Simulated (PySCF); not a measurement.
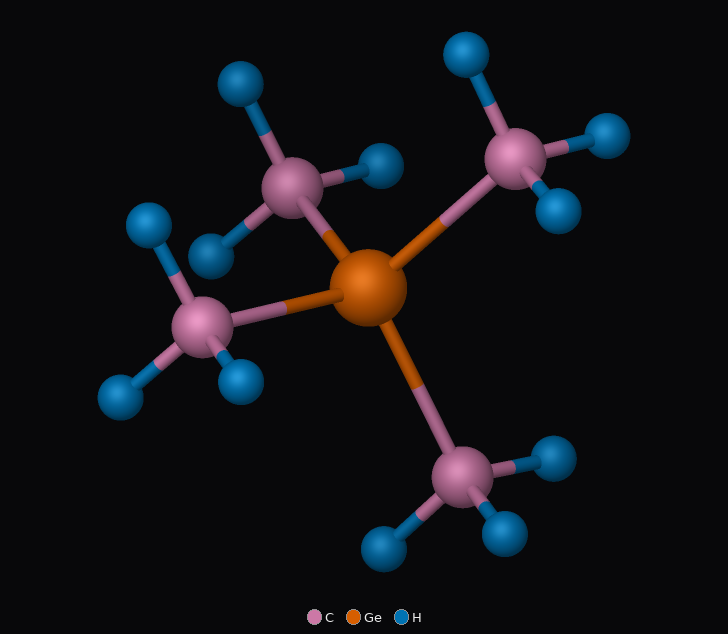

A ball-and-stick model of a molecule. Every bond is drawn as one stick, whatever its order.

The computed structure is the end point of a GFN2-xTB optimisation. No frequency run is at hand to confirm it as a minimum.

Description:

It has 17 atoms: 4 carbon, 12 hydrogen and 1 germanium (C4H12Ge). As SMILES it reads `[CH3][Ge]([CH3])([CH3])[CH3]`. The point group is Td. Coordination: 4 C tetrahedral; 1 Ge tetrahedral.

More results for the same structure follow; atom numbers are the same in all pictures, views and colours differ.

### Shape

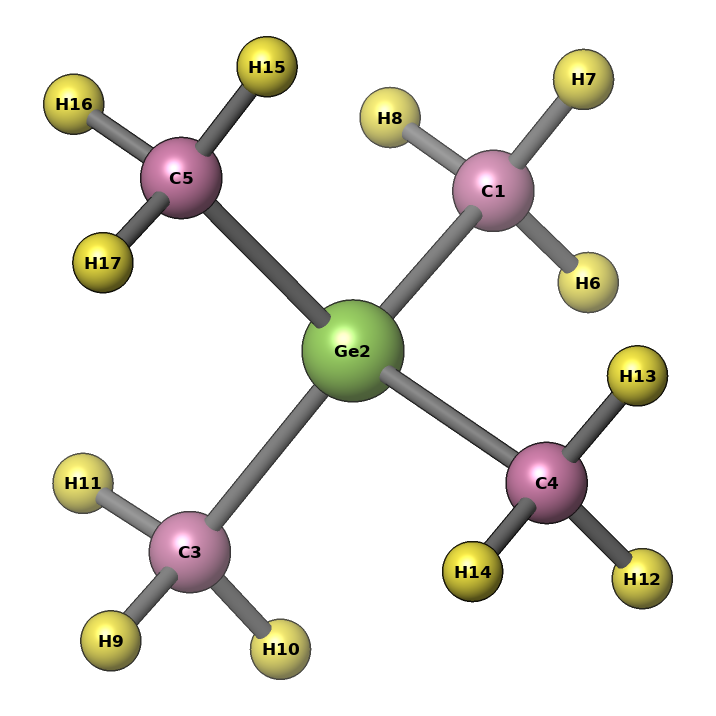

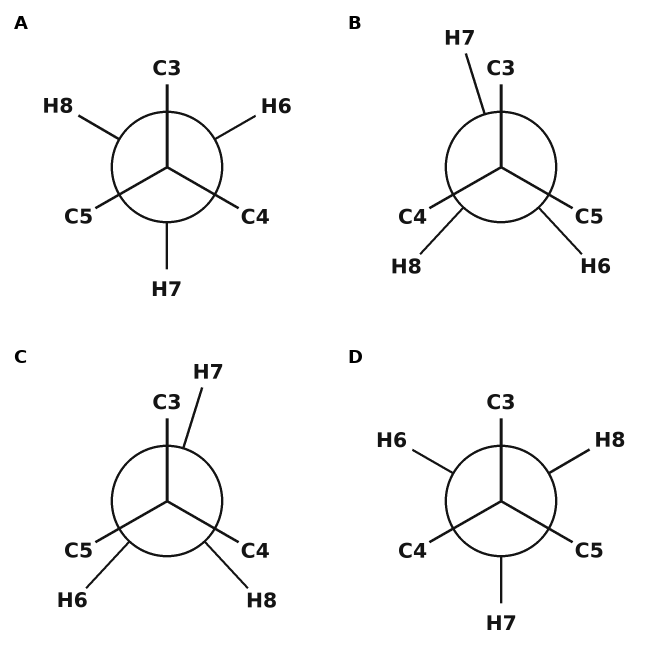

Depth is shown by fading: the farther an atom, the more it takes the colour of the background. Bonds that would overlap in a projection are set slightly apart. No frequency run is at hand to confirm it as a minimum.

> Which Newman projection shows the view along Ge2–C1, with Ge2 in front?

D. The torsion angle C3–Ge2–C1–H6 is −60°, synclinal (gauche).

### Charges

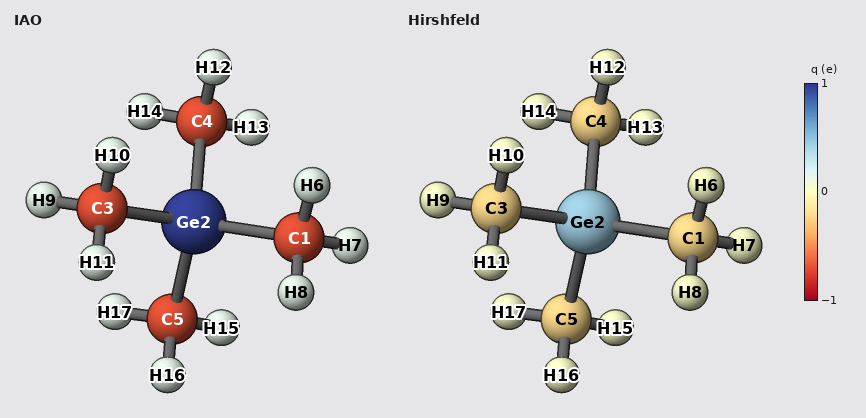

Atomic charges of one calculation by 2 schemes, on one colour scale. No frequency run is at hand to confirm it as a minimum. Level of theory: PBE0/pcSseg-1 (PySCF 2.14.0).

> Which scheme gives the most polar picture (largest mean size of the charges)?

The IAO charges are the largest in size here.

List the charges (e), one line for each set of equivalent atoms.

| atom | IAO | Hirshfeld |
| --- | --- | --- |
| C1, C3, C4… | −0.69 | −0.21 |
| Ge2 | 0.95 | 0.43 |
| H6, H7, H8… | 0.15 | 0.03 |

### Electronic properties

No frequency run is at hand to confirm it as a minimum. Method: PBE0/pcSseg-1, gas phase (PySCF 2.14.0).

> What is the HOMO–LUMO gap?

9.25 eV.

> Estimate the HOMO energy (Kohn–Sham orbital).

−8.14 eV.

### Bond orders

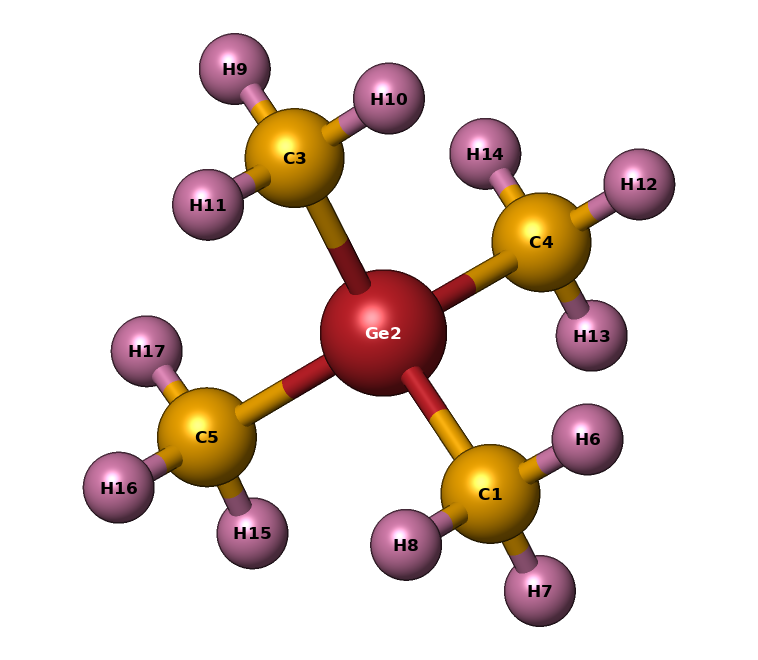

Every bond is drawn as one stick. No frequency run is at hand to confirm it as a minimum. Computed with PBE0/pcSseg-1 (PySCF 2.14.0).

List the Mayer bond orders of C1–Ge2, C1–H6 (one bond of each equivalent set).

```
  bond  Mayer order  length (Å)
C1–Ge2         1.01       1.987
 C1–H6         0.95       1.086
```

The geometry is semi-empirical. Around Ge such bond lengths and angles can be off by a tenth of an ångström or more and by several degrees, and values that hang on the shape move with them.
